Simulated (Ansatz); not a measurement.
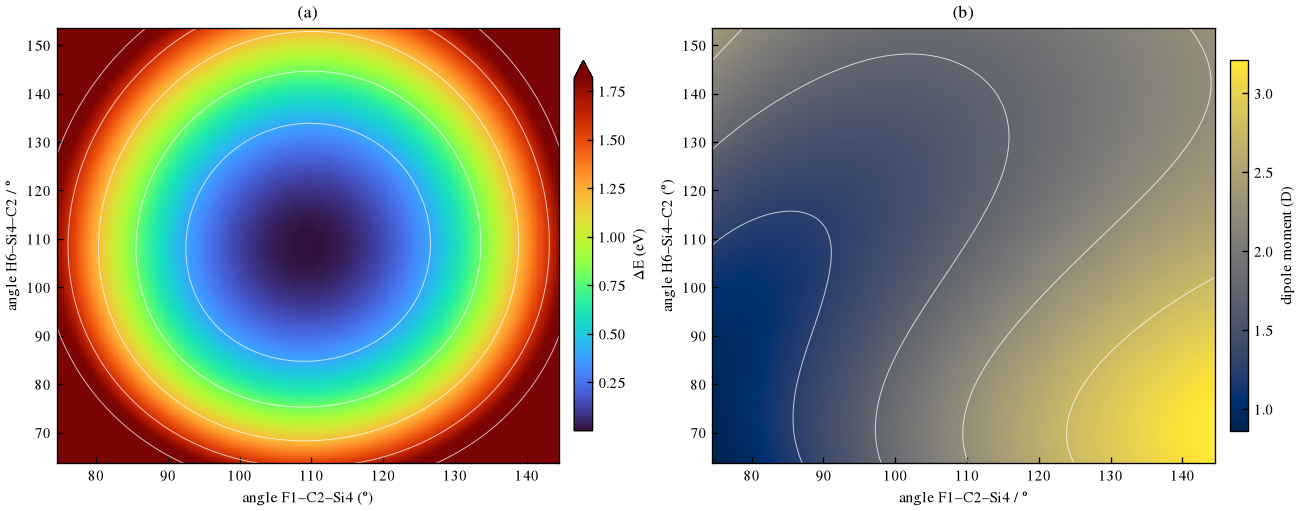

CH4F2Si, SMILES FC(F)[SiH3]. 
- First axis: angle F1–C2–Si4. Second axis: angle H6–Si4–C2.
- Nothing is relaxed (all other coordinates rigid).
- The grid has 7 × 7 points.
- Points are written as (first, second).
- Energies: eV, counted from the relaxed molecule at the same level.
- All numbers below come from RKS PBE0-D4/def2-SVP (Ansatz 0.2.0).

Panel (a) is the energy; panel (b) is the computed dipole moment, in D.

Drawn: a smooth colour map with a few white contour lines, one colour for all values above the top of the scale. Between grid points the surface is interpolated.

How does the dipole moment vary over the map, and what is it at the lowest grid point?

Answer. Leaving out the highest fifth of the energies, it runs from 1.01 D at (74.5°, 93.6°) to 2.95 D at (132.8°, 78.6°). At the lowest grid point, (109.5°, 108.6°), it is 1.74 D.

```tsv
angle H6–Si4–C2 ↓, angle F1–C2–Si4 →	74.5	86.2	97.8	109.5	121.2	132.8	144.5
153.6	2.41	2.04	1.86	1.85	1.96	2.13	2.30
138.6	2.03	1.70	1.60	1.68	1.86	2.07	2.26
123.6	1.62	1.38	1.42	1.63	1.89	2.15	2.37
108.6	1.25	1.18	1.41	1.74	2.08	2.38	2.61
93.6	1.01	1.16	1.56	1.98	2.36	2.68	2.93
78.6	0.93	1.25	1.74	2.20	2.61	2.95	3.20
63.6	0.86	1.21	1.74	2.22	2.63	2.96	3.21
```
